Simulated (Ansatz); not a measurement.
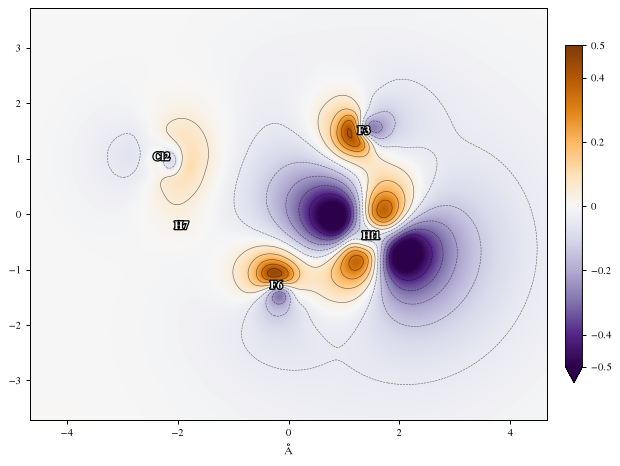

F₄Hf···HCl. One frontier orbital on the plane of atoms F3, Hf1 and F6 (values in Å⁻³ᐟ²; the overall sign is arbitrary).

Core potentials replace the inner electrons of Hf.

Theory: Ansatz, RKS PBE0-D4/def2-SVP.

The calculation's input:

```
crystal:
  periodic: [false, false, false]
  atoms:
    - { symbol: Hf, position_ang: [-0.481877, 0.0, -0.473675] }
    - { symbol: Cl, position_ang: [0.032954, 0.0, 3.2083] }
    - { symbol: F, position_ang: [1.329255, 0.0, 0.105038] }
    - { symbol: F, position_ang: [-0.731116, 1.550272, -1.537972] }
    - { symbol: F, position_ang: [-0.731116, -1.550272, -1.537972] }
    - { symbol: F, position_ang: [-1.894312, 0.0, 0.87758] }
    - { symbol: H, position_ang: [-1.264887, 0.0, 2.9012] }
basis:
  gaussian: { orbitals: def2-SVP }
hamiltonian:
  xc: pbe0
  dispersion: d4
relax:
  f_tol: 0.03
  max_steps: 50
output:
  orbitals: {}
```

Run with:

```sh
ansatz run input.yaml --threads 2 --pin off --max-ram 3072MiB --backend cpu --events-out ev --progress --plain --runs-dir out
```

The fields are those of the run's last geometry, not of the input's.

**Which orbital is it: HOMO or LUMO?**

The LUMO, at −1.00 eV. By Hirshfeld shares it lies mainly on Hf1 (about 75 %), F4 (about 5 %) and F5 (about 5 %).
